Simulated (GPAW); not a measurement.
# Dielectric function and optical constants of Mo

Aim: the dielectric function of Mo, and the optical constants that follow from it.

Main program and level: GPAW 26.7.0; DFT, PBE, plane-wave PAW (GPAW data sets), scalar-relativistic, RPA, optical limit.

## (1) Starting point

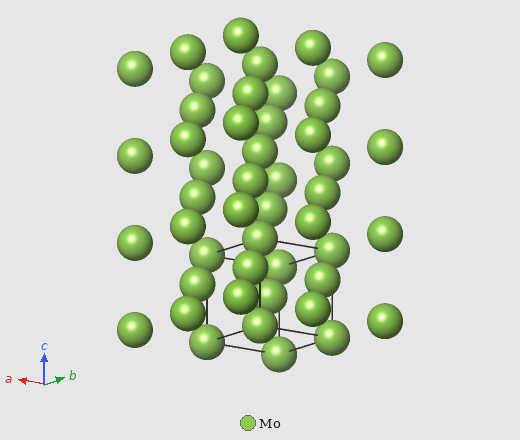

The starting structure, seen from a free direction (molybdenum green). 2×2×3 cells are drawn. This picture shows the conventional cell, with its axes. Some periodic images of atoms are drawn too.

## (2) Ground state

First the ground state: is it a metal or has it a gap?

This step: DFT, PBE, plane-wave PAW (GPAW data sets), scalar-relativistic, ground state (GPAW 26.7.0).

gs.py

```python
from ase import Atoms
from ase.dft.bandgap import bandgap
from gpaw import GPAW, PW, FermiDirac

atoms = Atoms(['Mo'],
              cell=[[-1.573415000000, 1.573415000000, 1.573415000000],
                    [1.573415000000, -1.573415000000, 1.573415000000],
                    [1.573415000000, 1.573415000000, -1.573415000000]],
              scaled_positions=[[0.000000000000, 0.000000000000, 0.000000000000]],
              pbc=[True, True, True])
atoms.calc = GPAW(mode=PW(500), xc='PBE', kpts={'size': (12, 12, 12), 'gamma': True},
                  occupations=FermiDirac(0.05), maxiter=150, txt='gs.txt')
print('energy (eV)', atoms.get_potential_energy())
print('Fermi level (eV)', atoms.calc.get_fermi_level())
print('valence electrons', atoms.calc.get_number_of_electrons())
print('gap (eV)', bandgap(atoms.calc, output=None)[0])
print('direct gap (eV)', bandgap(atoms.calc, direct=True, output=None)[0])
atoms.calc.write('gs.gpw')
```

Started as:

```
OMP_NUM_THREADS=1 python gs.py
```

Numbers of over 12 decimals in the logs are rounded to 6 here.

The log of the run:

```text
__  _  _
 | _ |_)|_||  |
 |__||  | ||/\| - 26.7.0

Versions:
  Python: 3.12.14
  ASE:    3.29.0
  Numpy:  2.5.5
  Scipy:  1.18.1
  Libxc:  7.0.0

Input parameters:
  mode=PW(ecut=500.0),
  kpts=MonkhorstPack(size=(12, 12, 12), gamma=True),
  maxiter=150,
  occupations=Occupations(name='fermi-dirac', width=0.05, fixmagmom=False),
  xc=XC(name='PBE')

Diagonalizing LCAO Hamiltonian
Converting LCAO to pw mode

       Mo

Atoms  # Å, Bohr magnetons
|   | symbol |        x |        y |        z |    initial magnetic moments |
| 0 |     Mo | 0.000000 | 0.000000 | 0.000000 | ( 0.0000,  0.0000,  0.0000) |

Unit cell  # Å
| periodic |         x |         y |         z |  lengths |     angles |
|      yes | -1.573415 |  1.573415 |  1.573415 | 2.725235 | 109.471221 |
|      yes |  1.573415 | -1.573415 |  1.573415 | 2.725235 | 109.471221 |
|      yes |  1.573415 |  1.573415 | -1.573415 | 2.725235 | 109.471221 |

Number of symmetries: 48
Symmetry operations  # r_c * U_cc + t_c -> r_c
|    | kind |            matrix            |
|  0 |  σ   |  1, 1, 1,  0, 0,-1,  0,-1, 0 |
|  1 |  C4  |  1, 1, 1,  0, 0,-1, -1, 0, 0 |
|  2 |  C2  |  1, 1, 1,  0,-1, 0,  0, 0,-1 |
|  3 |  S6  |  1, 1, 1,  0,-1, 0, -1, 0, 0 |
|  4 |  S6  |  1, 1, 1, -1, 0, 0,  0, 0,-1 |
|  5 |  C4  |  1, 1, 1, -1, 0, 0,  0,-1, 0 |
|  6 |  E   |  1, 0, 0,  0, 1, 0,  0, 0, 1 |
|  7 |  σ   |  1, 0, 0,  0, 1, 0, -1,-1,-1 |
|  8 |  σ   |  1, 0, 0,  0, 0, 1,  0, 1, 0 |
|  9 |  C3  |  1, 0, 0,  0, 0, 1, -1,-1,-1 |
| 10 |  C3  |  1, 0, 0, -1,-1,-1,  0, 1, 0 |
| 11 |  σ   |  1, 0, 0, -1,-1,-1,  0, 0, 1 |
| 12 |  σ   |  0, 1, 0,  1, 0, 0,  0, 0, 1 |
| 13 |  C2  |  0, 1, 0,  1, 0, 0, -1,-1,-1 |
| 14 |  C3  |  0, 1, 0,  0, 0, 1,  1, 0, 0 |
| 15 |  S4  |  0, 1, 0,  0, 0, 1, -1,-1,-1 |
| 16 |  S4  |  0, 1, 0, -1,-1,-1,  1, 0, 0 |
| 17 |  C3  |  0, 1, 0, -1,-1,-1,  0, 0, 1 |
| 18 |  C3  |  0, 0, 1,  1, 0, 0,  0, 1, 0 |
| 19 |  S4  |  0, 0, 1,  1, 0, 0, -1,-1,-1 |
| 20 |  σ   |  0, 0, 1,  0, 1, 0,  1, 0, 0 |
| 21 |  C3  |  0, 0, 1,  0, 1, 0, -1,-1,-1 |
| 22 |  C2  |  0, 0, 1, -1,-1,-1,  1, 0, 0 |
| 23 |  S4  |  0, 0, 1, -1,-1,-1,  0, 1, 0 |
| 24 |  C4  |  0, 0,-1,  1, 1, 1,  0,-1, 0 |
| 25 |  σ   |  0, 0,-1,  1, 1, 1, -1, 0, 0 |
| 26 |  S6  |  0, 0,-1,  0,-1, 0,  1, 1, 1 |
| 27 |  C2  |  0, 0,-1,  0,-1, 0, -1, 0, 0 |
| 28 |  C4  |  0, 0,-1, -1, 0, 0,  1, 1, 1 |
| 29 |  S6  |  0, 0,-1, -1, 0, 0,  0,-1, 0 |
| 30 |  S6  |  0,-1, 0,  1, 1, 1,  0, 0,-1 |
| 31 |  C4  |  0,-1, 0,  1, 1, 1, -1, 0, 0 |
| 32 |  C4  |  0,-1, 0,  0, 0,-1,  1, 1, 1 |
| 33 |  S6  |  0,-1, 0,  0, 0,-1, -1, 0, 0 |
| 34 |  σ   |  0,-1, 0, -1, 0, 0,  1, 1, 1 |
| 35 |  C2  |  0,-1, 0, -1, 0, 0,  0, 0,-1 |
| 36 |  C2  | -1, 0, 0,  1, 1, 1,  0, 0,-1 |
| 37 |  S6  | -1, 0, 0,  1, 1, 1,  0,-1, 0 |
| 38 |  S6  | -1, 0, 0,  0, 0,-1,  1, 1, 1 |
| 39 |  C2  | -1, 0, 0,  0, 0,-1,  0,-1, 0 |
| 40 |  C2  | -1, 0, 0,  0,-1, 0,  1, 1, 1 |
| 41 |  i   | -1, 0, 0,  0,-1, 0,  0, 0,-1 |
| 42 |  S4  | -1,-1,-1,  1, 0, 0,  0, 1, 0 |
| 43 |  C3  | -1,-1,-1,  1, 0, 0,  0, 0, 1 |
| 44 |  C3  | -1,-1,-1,  0, 1, 0,  1, 0, 0 |
| 45 |  σ   | -1,-1,-1,  0, 1, 0,  0, 0, 1 |
| 46 |  S4  | -1,-1,-1,  0, 0, 1,  1, 0, 0 |
| 47 |  C2  | -1,-1,-1,  0, 0, 1,  0, 1, 0 |

BZ-sampling:
  Number of BZ points: 1728
  Number of IBZ points: 72

  Monkhorst-Pack size: [12, 12, 12]
  Monkhorst-Pack shift: [0.041667, 0.041667, 0.041667]

K-points  # in reciprocal-cell coordinates
|     |                                coordinates |     weight |
|   0 | ( -0.00000000,  -0.00000000,  -0.00000000) | 0.00057870 |
|   1 | (  0.08333333,  -0.00000000,  -0.00000000) | 0.00694444 |
|   2 | (  0.08333333,   0.08333333,  -0.08333333) | 0.00347222 |
|   3 | (  0.16666667,  -0.00000000,  -0.08333333) | 0.01388889 |
|   4 | (  0.16666667,  -0.00000000,  -0.00000000) | 0.00694444 |
|   5 | (  0.16666667,   0.08333333,  -0.08333333) | 0.01388889 |
|   6 | (  0.16666667,   0.16666667,  -0.16666667) | 0.00347222 |
|   7 | (  0.25000000,  -0.08333333,  -0.08333333) | 0.00462963 |
|   8 | (  0.25000000,  -0.00000000,  -0.08333333) | 0.02777778 |
|   9 | (  0.25000000,  -0.00000000,  -0.00000000) | 0.00694444 |
| ... |                                            |            |
|  71 | (  0.50000000,   0.50000000,   0.50000000) | 0.00057870 |

Plane wave coefficients: 420
Cutoff: 500.0 eV

Spin-components: 1 (collinear spins)
Bands:           13
Projectors:      6
Spin-degeneracy: 2
Datatype:        complex128

Parallelization:
  kpt:    1
  domain: 1
  band:   1

Density:
  Valence electrons: 14.0
  Components: 1
  Grid points: [15 15 15]
  Charge: 0.0  # |e|

Potential:
  Grid points: [15 15 15]

species:
  Mo:
    name:    Molybdenum
    id:
    Z:       42.0
    valence: 14
    core:    28
    charge:  0.0  # [|e|]
    compensation charges:
      type: gauss
      rc: 0.38  # [Å]
      lmax: 2
    cutoffs:
      filter: 2.16  # [Å]
      core: 1.42  # [Å]
    projectors
    | kind |    occ | energy [eV] | rcut [Å] |
    |   4s |  2.000 |     -64.307 |    1.238 |
    |   5s |  1.000 |      -4.084 |    1.238 |
    |   4p |  6.000 |     -38.491 |    1.296 |
    |   5p |  0.000 |      -1.044 |    1.296 |
    |   4d |  5.000 |      -3.754 |    1.296 |
    |    d |        |      23.458 |    1.296 |

    Using partial waves for Mo as LCAO basis

Reference energy: -110134.072632  # eV

eigensolver:
  PPCG
  Converge bands: occupied
  niter=2

density mixing:
  MSR1-Mixer
  Pratt-step length: 0.05
  Maximum mixing coefficient: 0.75
  Old densities: 10
  SVD Regularization: 0.005
  Good broyden scale: 1.0
  Trust region scale: 1.0
  Backstep threshold: 4.0
  History deletion threshold: 6.0
  Fourier metric: weight=20.0, sigma=0.015

occupation numbers:
  Fermi-Dirac:
    width: 0.0500  # eV

poisson solver:
  ecut: 4000.0  # eV

xc functional:
  name: PBE with 2 nearest neighbor stencil

convergence criteria:
- Maximum [total energy] change in last 3 cyles: 0.0005 eV / valence electron
- Maximum integral of absolute [dens]ity change: 0.0001 electrons / valence electron
- Maximum integral of absolute [eigenst]ate change: 4e-08 eV^2 / valence electron
maximum number of iterations: 150

SCF iterations
|iter     |      energy | eigst |  dens |
|iter:   1||  -12.146948 | +0.38 |       |
|iter:   2||  -11.989036 | -1.99 | -1.00 |
|iter:   3||  -11.273085 | -1.13 | -1.04 |
|iter:   4||  -11.271364 | -2.64 | -1.85 |
|iter:   5||  -11.272312c| -3.83 | -2.16 |
|iter:   6||  -11.272316c| -5.75 | -3.54 |
|iter:   7||  -11.272317c| -6.80 | -3.94 |
|iter:   8||  -11.272317c| -8.08c| -5.22c|

Converged in 8 steps
SCF loop duration: 4.740 s (0.592 s/step)
Energy contributions relative to reference atoms: (reference = -110134.072632)

Energy contributions:
  Kinetic:         -11.817630
  Coulomb:           6.396865
  Zero:             -0.257213
  External:          0.000000
  Xc:               -5.593117
  Entropy:          -0.002444
  Spinorbit:         0.000000
  ----------------------------
  Free energy:     -11.273539
  Extrapolated:    -11.272317

dipole moment: (-5.886504, -5.886504, -5.886504)  # |e|*Ang

Fermi level: 13.529
Eigenvalues  # (at kpt = [-0.000, -0.000, -0.000])
| band index |      eig [eV] | occ [0-2] |
|          0 |       -47.746 |     2.000 |
|          1 |       -21.050 |     2.000 |
|          2 |       -21.050 |     2.000 |
|          3 |       -21.050 |     2.000 |
|          4 |         6.402 |     2.000 |
|          5 |        12.232 |     2.000 |
|          6 |        12.232 |     2.000 |
|          7 |        12.232 |     2.000 |
|          8 |        15.210 |     0.000 |
|          9 |        15.210 |     0.000 |
|         10 |        28.730 |     0.000 |
|         11 |        39.789 |     0.000 |
|         12 |        39.789 |     0.000 |

No gap
No difference between direct/indirect transitions

--- standard output ---
energy (eV) -11.272317
Fermi level (eV) 13.528611
valence electrons 14.0
gap (eV) 0.0
direct gap (eV) 0.0
```

The job ended after 6.5 s (1 thread of Arm Neoverse V2, shared host; peak memory 0.13 GiB).

This step gave:

| Item | Value |
| --- | --- |
| energy | -11.27 eV |
| Fermi energy | 13.53 eV |
| electrons | 14 |

There are states at the Fermi level within the smearing, so the occupations stay smeared and the carriers get a Drude term.

## (3) Bands for the response

At the fixed density, many empty bands are solved on the mesh of the response, since the spectrum sums over them.

This step: DFT, PBE, plane-wave PAW (GPAW data sets), scalar-relativistic, bands at fixed density (GPAW 26.7.0).

nscf.py

```python
from ase.dft.bandgap import bandgap
from gpaw import GPAW, FermiDirac

calc = GPAW('gs.gpw').fixed_density(kpts={'size': (21, 21, 21), 'gamma': True}, nbands=29, convergence={'bands': 23},
                                    occupations=FermiDirac(0.05), txt='nscf.txt')
print('gap (eV)', bandgap(calc, output=None)[0])
print('direct gap (eV)', bandgap(calc, direct=True, output=None)[0])
print('top band over the Fermi level (eV)', min(calc.get_eigenvalues(kpt=k)[22] for k in range(len(calc.get_ibz_k_points()))) - calc.get_fermi_level())
calc.write('full.gpw', mode='all')
```

Started as:

```
OMP_NUM_THREADS=1 python nscf.py
```

The log of the run:

```text
Diagonalizing LCAO Hamiltonian
Converting LCAO to pw mode
convergence criteria:
- Maximum integral of absolute [eigenst]ate change: 4e-08 eV^2 / valence electron
maximum number of iterations: 150

SCF iterations
|iter     |      energy | eigst |  dens |
|iter:   1||             | +3.21 |       |
|iter:   2||             | +1.09 |       |
|iter:   3||             | -1.25 |       |
|iter:   4||             | -3.04 |       |
|iter:   5||             | -5.09 |       |
|iter:   6||             | -6.55 |       |
|iter:   7||             | -7.86c|       |
SCF steps: 7
  __  _  _
 | _ |_)|_||  |
 |__||  | ||/\| - 26.7.0

Versions:
  Python: 3.12.14
  ASE:    3.29.0
  Numpy:  2.5.5
  Scipy:  1.18.1
  Libxc:  7.0.0

Input parameters:
  mode=PW(ecut=500.0),
  convergence={'bands': 23},
  gpts=array([15, 15, 15]),
  kpts=MonkhorstPack(size=(21, 21, 21), gamma=True),
  maxiter=150,
  nbands=29,
  occupations=Occupations(name='fermi-dirac', width=0.05, fixmagmom=False),
  parallel={},
  xc=XC(name='PBE')

--- standard output ---
gap (eV) 0.0
direct gap (eV) 0.0
top band over the Fermi level (eV) 42.432102
```

Wall time 37 s (1 thread); peak memory 0.2 GiB.

## (4) Dielectric function, RPA

Transitions between filled and empty bands, summed over the zone, give the optical response, so mesh, band count and broadening shape it.

The induced potential is part of this response.

This step: DFT, PBE, plane-wave PAW (GPAW data sets), scalar-relativistic, RPA, optical limit (GPAW 26.7.0).

df.py

```python
from gpaw.response.df import DielectricFunction

df = DielectricFunction('full.gpw', frequencies={'type': 'nonlinear', 'domega0': 0.03, 'omega2': 8},
                        ecut=60,
                        eta=0.2,
                        nbands=23,
                        rate=0.05,
                        txt='df.txt')
for direction in ['x']:
    df.get_dielectric_function(xc='RPA', direction=direction, filename=f'df_{direction}.csv')
```

Started as:

```
OMP_NUM_THREADS=1 python df.py
```

The log of the run:

```text
Using integrator: PointIntegrator
NonLinearFrequencyDescriptor(from 0.000 to 113.258 eV, 551 points)
Nonperiodic BCs:  [False False False]
Using integrator: PointIntegrator
NonLinearFrequencyDescriptor(from 0.000 to 113.258 eV, 551 points)
Nonperiodic BCs:  [False False False]
Using integrator: PointIntegrator

Calculating chi0 body with:
    Ground state adapter containing:
    Number of spins: 1
    Number of kpoints: 9261
    Number of irreducible kpoints: 286
    Number of completely occupied states: 6
    Number of partially occupied states: 9

    Linear response parametrization:
    q_c: [0.0, 0.0, 0.0]
    Number of frequency points: 551
    Planewave cutoff: 60.0
    Number of bands: 23
    Number of planewaves: 13
    Broadening (eta): 0.2

Integrating chi0 body.

Symmetries of q_c:
    Direct symmetries (Uq -> q): 48
    Indirect symmetries (TUq -> q): 0
In total 48 allowed symmetries.

286 groups of equivalent kpoints. 96.911781% reduction.

Integral kind: spectral function

Calculating chi0 optical extensions with:
    Ground state adapter containing:
    Number of spins: 1
    Number of kpoints: 9261
    Number of irreducible kpoints: 286
    Number of completely occupied states: 6
    Number of partially occupied states: 9

    Linear response parametrization:
    Number of frequency points: 551
    Planewave cutoff: 60.0
    Number of bands: 23
    Number of planewaves: 13
    Broadening (eta): 0.2
Integrating chi0 head and wings.

Symmetries of q_c:
    Direct symmetries (Uq -> q): 48
    Indirect symmetries (TUq -> q): 0
In total 48 allowed symmetries.

286 groups of equivalent kpoints. 96.911781% reduction.

Integral kind: spectral function wings

Calculating drude chi0 with:
    Number of frequency points:551
    Plasma frequency decay rate: 0.05 eV

    Ground state adapter containing:
    Number of spins: 1
    Number of kpoints: 9261
    Number of irreducible kpoints: 286
    Number of completely occupied states: 6
    Number of partially occupied states: 9

Symmetries of q_c:
    Direct symmetries (Uq -> q): 48
    Indirect symmetries (TUq -> q): 0
In total 48 allowed symmetries.

286 groups of equivalent kpoints. 96.911781% reduction.

Integral kind: intraband
Plasma frequency:
[[7.43+0.j 0.  +0.j 0.  -0.j]
 [0.  +0.j 7.43+0.j 0.  -0.j]
 [0.  -0.j 0.  +0.j 7.43+0.j]]
```

Elapsed: 10 s, on 1 thread; peak memory 0.19 GiB.

This step gave:

```
centre of weight of the strongest loss peak in the window : 23.55 eV
```

The Im ε, E ∥ x has structure finer than the step of the table below, so its rows give means over 2.5 eV, whole bins alone (the curve runs from 0.305 to 36 eV). Peaks (eV: height): 2.28: 26.1.

Sum at mesh points, not converged in k. The Im ε, E ∥ x by photon energy; means over each step:

| photon energy (eV) | Im ε, E ∥ x |
| --- | --- |
| 2.5 | 22.5 |
| 5.0 | 14.1 |
| 7.5 | 3.11 |
| 10.0 | 1.03 |
| 12.5 | 2.32 |
| 15.0 | 1.77 |
| 17.5 | 1.78 |
| 20.0 | 0.586 |
| 22.5 | 0.383 |
| 25.0 | 0.182 |
| 27.5 | 0.134 |
| 30.0 | 0.0983 |
| 32.5 | 0.0915 |

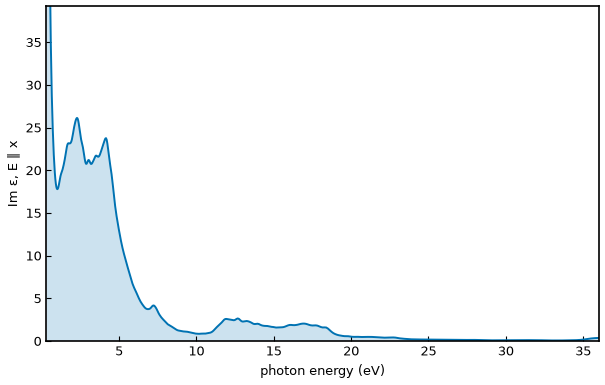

Im ε, E ∥ x, plotted against photon energy. Below 1 eV the curve runs off the scale.

Values under 1 per cm are given as 1; sum at mesh points, not converged in k. Absorption coefficient, E ∥ x against photon energy:

| photon energy (eV) | absorption coefficient, E ∥ x (1/cm) |
| --- | --- |
| 2.508 | 8.6e5 |
| 4.981 | 1.9e6 |
| 7.496 | 1.8e6 |
| 10.026 | 1.1e6 |
| 12.504 | 1.4e6 |
| 14.960 | 1.5e6 |
| 17.496 | 2.0e6 |
| 20.061 | 1.5e6 |
| 22.440 | 1.1e6 |
| 24.968 | 4.2e5 |
| 27.468 | 2.6e5 |
| 30.069 | 1.8e5 |
| 32.540 | 1.5e5 |
| 35.033 | 2.9e5 |

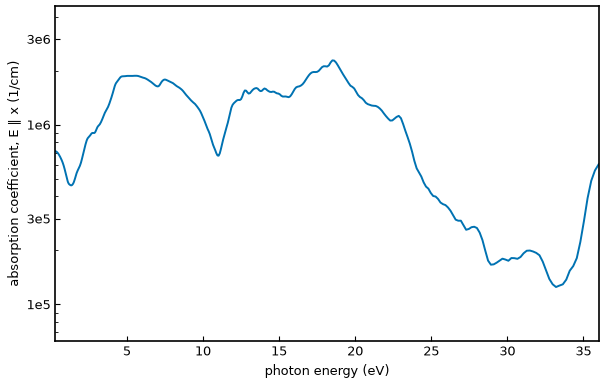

Absorption coefficient, E ∥ x, plotted against photon energy.

The loss function −Im 1/ε at q → 0, E ∥ x has structure finer than the step of the table below, so its rows give means over 2 eV, whole bins alone (the curve runs from 0.305 to 36 eV). Peaks (eV: height): 10.7: 1.09, 23.7: 4.15.

Sum at mesh points, not converged in k. Loss function −Im 1/ε at q → 0, E ∥ x against energy loss; means over each step:

| energy loss (eV) | loss function −Im 1/ε at q → 0, E ∥ x |
| --- | --- |
| 2 | 0.0418 |
| 4 | 0.0442 |
| 6 | 0.0641 |
| 8 | 0.113 |
| 10 | 0.577 |
| 12 | 0.437 |
| 14 | 0.493 |
| 16 | 0.556 |
| 18 | 0.472 |
| 20 | 1.10 |
| 22 | 2.19 |
| 24 | 3.12 |
| 26 | 1.07 |
| 28 | 0.429 |
| 30 | 0.197 |
| 32 | 0.144 |
| 34 | 0.0838 |

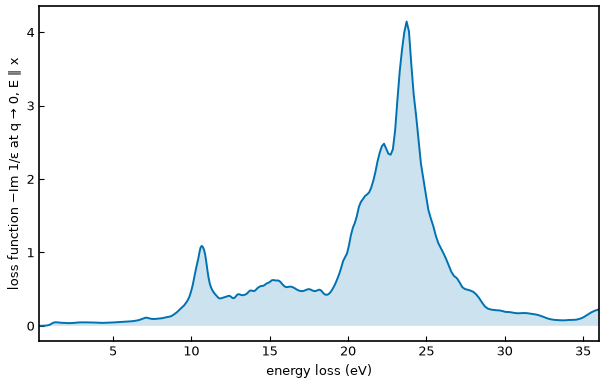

Loss function −Im 1/ε at q → 0, E ∥ x, plotted against energy loss.

Sum at mesh points, not converged in k. Im ε, E ∥ x against photon energy; read off at these points:

| photon energy (eV) | without local fields | with local fields |
| --- | --- | --- |
| 2.0 | 24.1 | 24.1 |
| 2.3 | 26.1 | 26.1 |
| 4.0 | 23.1 | 23.2 |
| 6.0 | 6.16 | 6.14 |
| 8.0 | 2.25 | 2.23 |
| 10.0 | 0.878 | 0.867 |
| 12.0 | 2.53 | 2.57 |
| 14.0 | 1.95 | 2.01 |
| 16.0 | 2.06 | 1.88 |
| 18.0 | 1.83 | 1.68 |
| 20.0 | 0.564 | 0.520 |
| 22.0 | 0.437 | 0.407 |
| 24.0 | 0.235 | 0.202 |
| 26.0 | 0.223 | 0.166 |
| 28.0 | 0.183 | 0.137 |
| 30.0 | 0.137 | 0.0972 |
| 32.0 | 0.179 | 0.107 |
| 34.0 | 0.242 | 0.0874 |
| 36.0 | 2.46 | 0.371 |

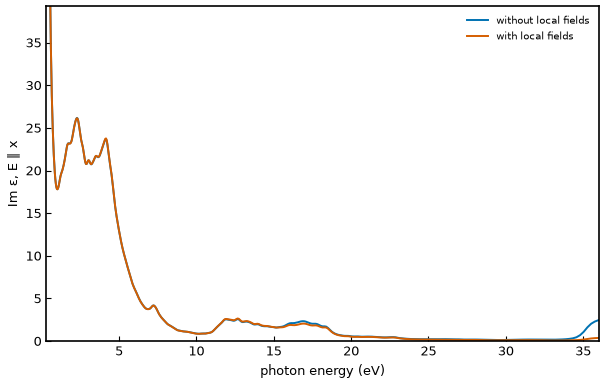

Im ε, E ∥ x, plotted against photon energy. Below 1 eV the curve runs off the scale.

The reflectivity at normal incidence, E ∥ x has structure finer than the step of the table below, so its rows give means over 2.5 eV, whole bins alone (the curve runs from 0.305 to 36 eV). Peaks (eV: height): 6.28: 69.4, 8.09: 69.2, 13.60: 26.9, 19.09: 50.3.

Sum at mesh points, not converged in k. Table of reflectivity at normal incidence, E ∥ x by photon energy; means over each step:

| photon energy (eV) | reflectivity at normal incidence, E ∥ x (%) |
| --- | --- |
| 2.5 | 54.3 |
| 5.0 | 65.3 |
| 7.5 | 66.7 |
| 10.0 | 42.3 |
| 12.5 | 21.0 |
| 15.0 | 22.3 |
| 17.5 | 29.4 |
| 20.0 | 41.4 |
| 22.5 | 26.5 |
| 25.0 | 11.4 |
| 27.5 | 3.38 |
| 30.0 | 0.931 |
| 32.5 | 0.208 |

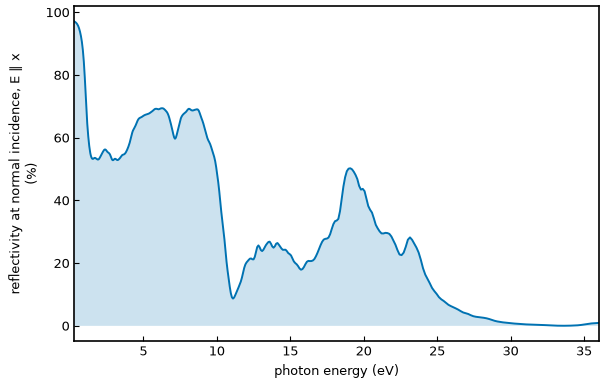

Reflectivity at normal incidence, E ∥ x, plotted against photon energy.

Optical constants at common wavelengths, from n + ik = √ε:

| wavelength (nm) | n | k | R (%) | 1/α |
| --- | --- | --- | --- | --- |
| 1550 | 1.40 | 7.524 | 91.0 | 16 nm |
| 1064 | 2.36 | 4.005 | 65.5 | 21 nm |
| 633 | 3.88 | 3.053 | 53.2 | 16 nm |
| 405 | 3.39 | 3.123 | 53.3 | 10 nm |
| 365 | 3.40 | 3.142 | 53.5 | 9.2 nm |
| 248 | 1.75 | 3.694 | 67.0 | 5.3 nm |
| 193 | 0.83 | 2.720 | 69.1 | 5.6 nm |

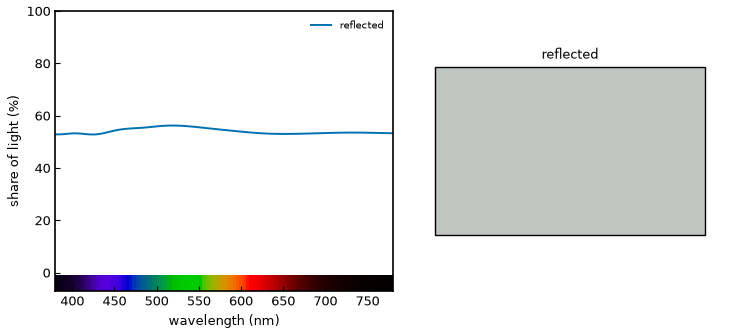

Light reflected across the visible range, with the colour that it makes of daylight (sRGB).

A polished face would reflect 55 % of daylight and look light grey (CIE x = 0.311, y = 0.332 under D65).

## (5) Summary of results

```json
{
  "centre of weight of the strongest loss peak in the window, first axis": "23.5 eV"
}
```

**Reading.** At this level (PBE, RPA) Mo is a metal. The mesh is too coarse to trust the carriers' weight, the reflectivity or the colour to better than tens of per cent. A polished face would reflect 55 % of daylight and look light grey (CIE x = 0.311, y = 0.332 under D65). The carriers' damping of 0.05 eV is typed, not computed; it shapes the response at the lowest energies. In this version of GPAW the matrix elements of the optical limit are incomplete, which can lower ε − 1 by up to a tenth where first-row anions or d states rule, and shift it by more in d metals. GPAW's carrier term has the form −ωp²/(ω + i·rate)², which damps like twice the rate and fails at low energy, so the curves leave the lowest energies out. The sum runs over mesh points 0.13 Å⁻¹ apart with no interpolation, so peaks are partly noise of the mesh, and the Drude plasma energy, a sum over the Fermi surface, isn't converged.

[Machine, clock and banner lines and Python warnings are left out of the logs.]

[Logs are printed without paths, hosts, clocks, repeated set-up lines and the standing remarks that a program may print on its own settings, such as how far it seeks lower states.]

[Hosts, paths, dates, database ids (printed as entryN), source tags and the programs' standing remarks are cut or masked in the printed files.]
